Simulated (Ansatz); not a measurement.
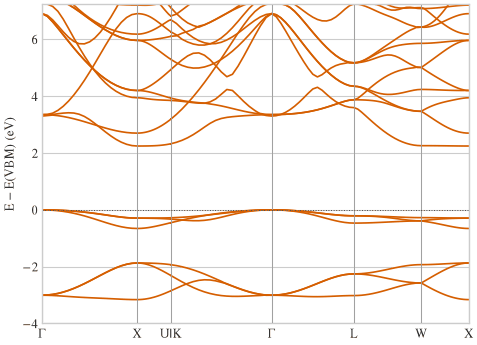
Band structure from r²SCAN (plane waves, PAW; program Ansatz)

Problem. Read off the gap and where the band edges lie.

Solution. About 2.2 eV (2.25 eV by a search for the band edges); maximum at Γ, minimum at X.

Problem. Which of these materials gives this?
A. LiH, rock salt
B. Ba2H6Os, Fm-3m (Ba on 8c, H on 24e, Os on 4a)
C. K2LiRhF6, Fm-3m (K on 8c, Li on 4b, Rh on 4a, F on 24e)
D. Ca2H6Os, Fm-3m (Ca on 8c, H on 24e, Os on 4a)

Solution. B, Ba2H6Os, Fm-3m (Ba on 8c, H on 24e, Os on 4a)

The first step of the workflow began from a Materials Project structure, measured or hypothetical; the Crystallography Open Database copy checked does not list it. Whether it is the stable phase at ambient conditions was not checked. Symmetry was held in the r²SCAN relaxation; its stability against distortions is not shown here. The run is not spin-polarised. Scalar-relativistic: spin–orbit coupling is off unless named, which matters more the heavier the elements.

Potentials: the later of the program's two PAW sets.
